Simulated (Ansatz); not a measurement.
# Calculations on CuRu₁₂

### Relaxation

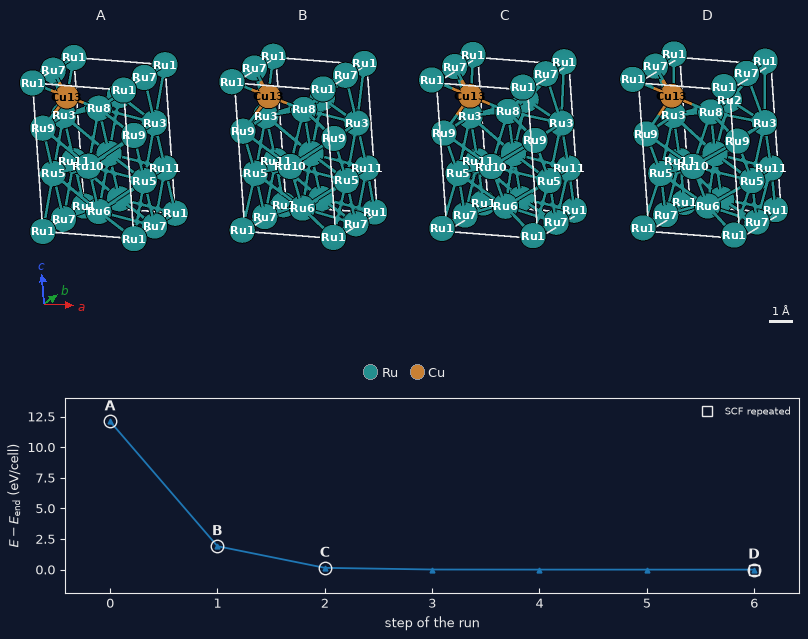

Frames of a relaxation of a defect cell of composition CuRu12, marked on the history of the run. The picture is a ball-and-stick view of the cell of the calculation, reduced to other axes, seen slightly off an axis. Lengths and directions refer to the drawn axes.

It is an interstitial Cu in hcp Ru. The run prepares an end point of a later path (interstitial hop) calculation, from a guessed geometry. The atoms of the start lie slightly off their symmetric places, so part of the fall in energy undoes that.

Level of theory: DFT LDA, scalar-relativistic, plane waves, PAW (Ansatz).

Input
```yaml
crystal:
  lattice:
    - [5.4, 0.0, 0.0]
    - [-4.05, 7.014806, 0.0]
    - [0.0, 0.0, 4.2768]
  atoms:
    - { symbol: Ru, position: [0.0, 0.0, 0.0] }
    - { symbol: Ru, position: [0.1666667, 0.2222222, 0.5] }
    - { symbol: Ru, position: [0.0, 0.3333333, 0.0] }
    - { symbol: Ru, position: [0.1666667, 0.5555556, 0.5] }
    - { symbol: Ru, position: [0.0, 0.6666667, 0.0] }
    - { symbol: Ru, position: [0.1666667, 0.8888889, 0.5] }
    - { symbol: Ru, position: [0.5, 0.0, 0.0] }
    - { symbol: Ru, position: [0.6666667, 0.2222222, 0.5] }
    - { symbol: Ru, position: [0.5, 0.3333333, 0.0] }
    - { symbol: Ru, position: [0.6666667, 0.5555556, 0.5] }
    - { symbol: Ru, position: [0.5, 0.6666667, 0.0] }
    - { symbol: Ru, position: [0.6666667, 0.8888889, 0.5] }
    - { symbol: Cu, position: [0.3342661, 0.1168847, 0.7365263] }
basis:
  ecutwfc: 420.0
kpoints:
  mp_grid: { grid: [4, 3, 4] }
hamiltonian:
  xc: lda
scf:
  occupations: { method: gaussian, width: 0.05 }
  lower_state_search: "off"
relax:
  f_tol: 0.03
  max_steps: 60
  adjacent_minimum: "off"
```

Launched with:
```bash
ansatz run input.yaml --threads 4 --pin off --max-ram 10240MiB --backend cpu --events-out ev --progress --plain --runs-dir out
```

**What happens along the run?**

The largest moves, 0.33 Å, are those of Ru2 and Ru8. Ru8 goes roughly along [2 1 −1]. By element the largest moves are Ru 0.33 Å, Cu 0.07 Å. The cell doesn't change. Near-neighbour distances that change, for instance: Ru1–Ru2 2.646 → 3.208 Å, Ru1–Ru9 2.700 → 3.154 Å, Ru2–Ru6 2.700 → 3.128 Å, Ru2–Ru9 2.646 → 3.062 Å. Among the angles between lasting bonds that change: Ru2–Cu13–Ru8 94.3° → 86.2°, Ru7–Cu13–Ru8 88.0° → 93.8°, Ru1–Cu13–Ru2 89.6° → 93.9°. After 5 accepted moves (6 points after the start) the energy has fallen by 12.105 eV per cell of the calculation. Largest force component: 15 eV/Å at the start, 0.022 eV/Å at the end. 1 step only repeated the SCF at the same geometry. The run took 52 s on 4 threads of Intel(R) Xeon(R) CPU @ 2.60GHz (Ice Lake), on a shared host, peak memory 1 GiB. From step 0 to 1: Ru2 moves most (0.19 Å), energy −10.192 eV per cell of the calculation. From step 1 to 2: Ru atoms move most (0.13 Å), energy −1.768 eV per cell of the calculation. From step 2 to 6: Ru7 moves most (0.06 Å), energy −0.145 eV per cell of the calculation.

Limits of the set-up: the periodic images lie only 4.3 Å apart, so the values are limited by the cell's size.

### Relaxation

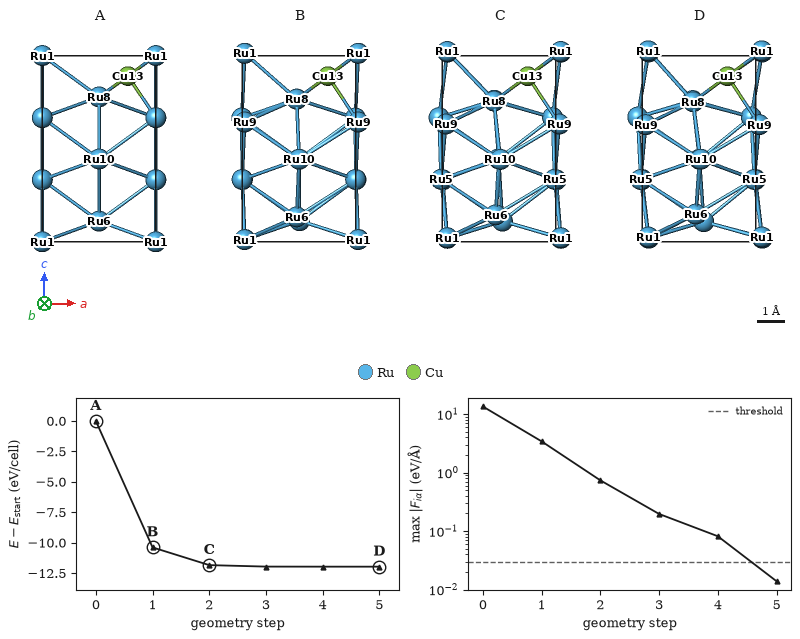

Frames of a relaxation of a defect cell of composition CuRu12, marked on the history of the run. A ball-and-stick model of the cell of the calculation, reduced to other axes, seen along the b axis. Lengths and directions refer to the drawn axes.

It is an interstitial Cu in hcp Ru. The run prepares an end point of a later path (interstitial hop) calculation, from a guessed geometry. The atoms of the start lie slightly off their symmetric places, so part of the fall in energy undoes that.

These are results of DFT LDA, scalar-relativistic, plane waves, PAW in Ansatz 0.2.0, not measurements.

Input file:
```yaml
crystal:
  lattice:
    - [5.4, 0.0, 0.0]
    - [-4.05, 7.014806, 0.0]
    - [0.0, 0.0, 4.2768]
  atoms:
    - { symbol: Ru, position: [0.0, 0.0, 0.0] }
    - { symbol: Ru, position: [0.16666666, 0.22222221, 0.5] }
    - { symbol: Ru, position: [-1.0e-08, 0.33333332, 0.0] }
    - { symbol: Ru, position: [0.16666665, 0.55555554, 0.5] }
    - { symbol: Ru, position: [-2.0e-08, 0.66666664, 0.0] }
    - { symbol: Ru, position: [0.16666664, 0.88888886, 0.5] }
    - { symbol: Ru, position: [0.5, 0.0, 0.0] }
    - { symbol: Ru, position: [0.66666666, 0.22222221, 0.5] }
    - { symbol: Ru, position: [0.49999999, 0.33333332, 0.0] }
    - { symbol: Ru, position: [0.66666665, 0.55555554, 0.5] }
    - { symbol: Ru, position: [0.49999998, 0.66666664, 0.0] }
    - { symbol: Ru, position: [0.66666664, 0.88888886, 0.5] }
    - { symbol: Cu, position: [0.33637236, 0.1103642, 0.24556917] }
basis:
  ecutwfc: 420.0
kpoints:
  mp_grid: { grid: [4, 3, 4] }
hamiltonian:
  xc: lda
scf:
  occupations: { method: gaussian, width: 0.05 }
  lower_state_search: "off"
relax:
  f_tol: 0.03
  max_steps: 60
  adjacent_minimum: "off"
output:
  write_density: true
  write_potential: true
  elf: true
  volumetric_format: npy
```

Run as
```bash
ansatz run input.yaml --threads 4 --pin off --max-ram 10240MiB --backend cpu --events-out ev --progress --plain --runs-dir out
```

Question: What happens along the run?

Answer: The energy falls by 11.961 eV per cell of the calculation in 5 geometry steps. Largest force component: 13 eV/Å at the start, 0.014 eV/Å at the end. The largest moves, 0.32 Å, are those of Ru1, Ru7 and Ru8. Ru1 goes roughly along [2 −1 1]. Largest moves by element: Ru 0.32 Å, Cu 0.03 Å. The lattice vectors keep their values. Near-neighbour distances that change, for instance: Ru1–Ru2 2.646 → 3.209 Å, Ru6–Ru8 2.700 → 3.156 Å, Ru1–Ru9 2.700 → 3.155 Å, Ru2–Ru6 2.700 → 3.128 Å. Bond angles that change, for instance: Ru1–Cu13–Ru7 91.9° → 86.1°, Ru1–Cu13–Ru2 88.0° → 93.9°, Ru7–Cu13–Ru8 89.7° → 93.9°. Cost: 60 s on 4 threads of Intel(R) Xeon(R) CPU @ 2.60GHz (Ice Lake), with other jobs on the host, peak memory 1.2 GiB. From step 0 to 1: Ru7 moves most (0.19 Å), energy −10.378 eV per cell of the calculation. From step 1 to 2: Ru atoms move most (0.12 Å), energy −1.456 eV per cell of the calculation. From step 2 to 5: Ru2 moves most (0.06 Å), energy −0.128 eV per cell of the calculation.

| step | E − E(0), meV/atom | largest force component, eV/Å |
| --- | --- | --- |
| 0 | 0.00 | 13.4615 |
| 1 | -798.28 | 3.4124 |
| 2 | -910.28 | 0.7355 |
| 3 | -919.61 | 0.1959 |
| 4 | -920.01 | 0.0814 |
| 5 | -920.09 | 0.0139 |

Limits of the set-up: the periodic images lie only 4.3 Å apart, so the values are limited by the cell's size.

### Path

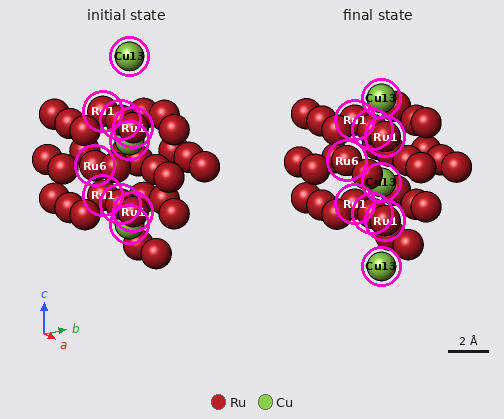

The two relaxed end points of a path for Ru with an interstitial Cu (13 atoms in the cell). A spheres-only model of the atoms within 4.7 Å of the middle of the path, seen slightly off an axis. The atoms that move most are ringed.

Method: Ansatz, DFT LDA, scalar-relativistic, plane waves, PAW.

Input
```yaml
crystal:
  lattice:
    - [5.4, 0.0, 0.0]
    - [-4.05, 7.014806, 0.0]
    - [0.0, 0.0, 4.2768]
  atoms:
    - { symbol: Ru, position: [-0.04524321, -0.02501122, 0.05194938] }
    - { symbol: Ru, position: [0.1518577, 0.24191311, 0.44280541] }
    - { symbol: Ru, position: [-0.00087208, 0.3305679, -0.04185786] }
    - { symbol: Ru, position: [0.17081755, 0.55712645, 0.50166637] }
    - { symbol: Ru, position: [0.00234834, 0.66600992, -0.01604003] }
    - { symbol: Ru, position: [0.13937302, 0.85184372, 0.46886773] }
    - { symbol: Ru, position: [0.51497653, -0.01875339, 0.055053] }
    - { symbol: Ru, position: [0.71201387, 0.24808013, 0.44604242] }
    - { symbol: Ru, position: [0.52751226, 0.37126215, 0.02905188] }
    - { symbol: Ru, position: [0.66448423, 0.55710795, 0.51396918] }
    - { symbol: Ru, position: [0.49599819, 0.66597747, -0.00372912] }
    - { symbol: Ru, position: [0.66769117, 0.89254629, 0.53980316] }
    - { symbol: Cu, position: [0.33330873, 0.11154762, 0.74894477] }
basis:
  ecutwfc: 420.0
kpoints:
  mp_grid: { grid: [4, 3, 4] }
hamiltonian:
  xc: lda
scf:
  occupations: { method: gaussian, width: 0.05 }
  lower_state_search: "off"
neb:
  images: 3
  f_tol: 0.03
  initial_path: idpp
  max_iterations: 80
  final_atoms:
    - { symbol: Ru, position: [-0.04496408, -0.02557358, -0.05318796] }
    - { symbol: Ru, position: [0.15215911, 0.24141508, 0.55604055] }
    - { symbol: Ru, position: [-0.00079695, 0.33001771, 0.04069866] }
    - { symbol: Ru, position: [0.17085212, 0.55669786, 0.49675249] }
    - { symbol: Ru, position: [0.0022835, 0.66548198, 0.01425492] }
    - { symbol: Ru, position: [0.13926686, 0.85127366, 0.52946014] }
    - { symbol: Ru, position: [0.51505337, -0.01923934, -0.05662045] }
    - { symbol: Ru, position: [0.71227029, 0.24775382, 0.55270866] }
    - { symbol: Ru, position: [0.52773871, 0.37076781, -0.03024569] }
    - { symbol: Ru, position: [0.66453812, 0.55650397, 0.48481795] }
    - { symbol: Ru, position: [0.49624001, 0.66544264, 0.00232172] }
    - { symbol: Ru, position: [0.66803601, 0.89206268, 0.45872928] }
    - { symbol: Cu, position: [0.33369512, 0.11109306, 0.24983889] }
  order_check: true
```

Command:
```bash
ansatz run input.yaml --threads 4 --pin off --max-ram 10240MiB --backend cpu --events-out ev --progress --plain --runs-dir out
```

Question: Predict the minimum-energy path and its barrier.

Answer: The two ends have the same energy, and the highest point, image 2, lies 1.81 eV above the start. The Cu atom travels furthest, 2.13 Å from end to end, along −c, on a path that bends up to 0.55 Å away from the straight line. At the highest image its nearest neighbour (Ru) is 2.08 Å away, against 2.18 Å at the start, and the surrounding atoms stand up to 0.91 Å off the mean of their end positions. The band is converged.

Energies of the converged images:

```tsv
image	path (Å)	E (eV)
0	0.00	0.000
1	1.29	0.547
2	2.59	1.813
3	3.61	0.671
4	4.63	0.000
```

The geometry at the top of the path:

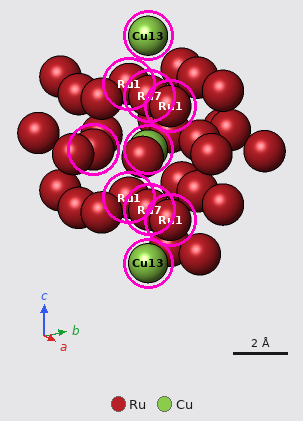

Limits of the set-up: the periodic images lie only 4.3 Å apart, so the values are limited by the cell's size.

Cost: 22 min on 4 threads of Intel(R) Xeon(R) CPU @ 2.60GHz (Ice Lake), with other jobs on the host, peak memory 2.2 GiB.
